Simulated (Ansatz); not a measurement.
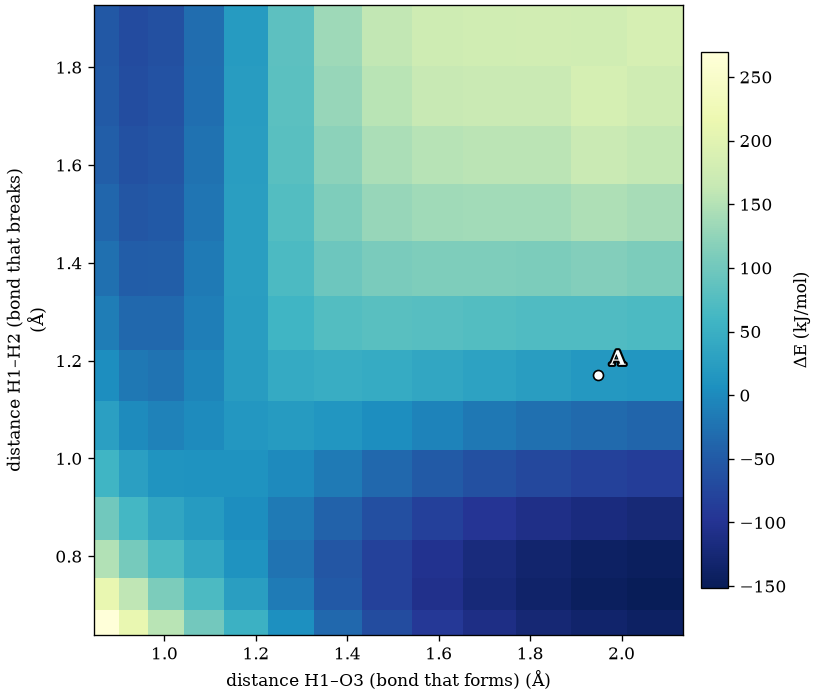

The reacting system H₃O₂ (fragments H₂ + HO₂ where the first distance is long, H₂O₂ + H where the second is long), spin multiplicity 2. The first coordinate is: distance H1–O3 (bond that forms); the second: distance H1–H2 (bond that breaks). Relaxed at each point: all other coordinates. Grid: 13 × 13 points. Points are written as (first, second). All energies are given in kJ/mol relative to a guessed transition structure relaxed with its forming and breaking bonds held. Energies and slopes of some neighbouring points disagree (a jump in structure or state, or too coarse a mesh). In part of the range the unrestricted reference is strongly spin-contaminated. Computed with UHF/def2-TZVP (Ansatz 0.2.0).

In the figure: one coloured cell a grid point, the point A.

**Is A at rest? If not, where is it pushed?**

A, at (1.949 Å, 1.171 Å), is not a stationary point. The computed force is 44 kJ/mol for each Å towards larger values of the first coordinate and 510 kJ/mol for each Å towards smaller values of the second coordinate.
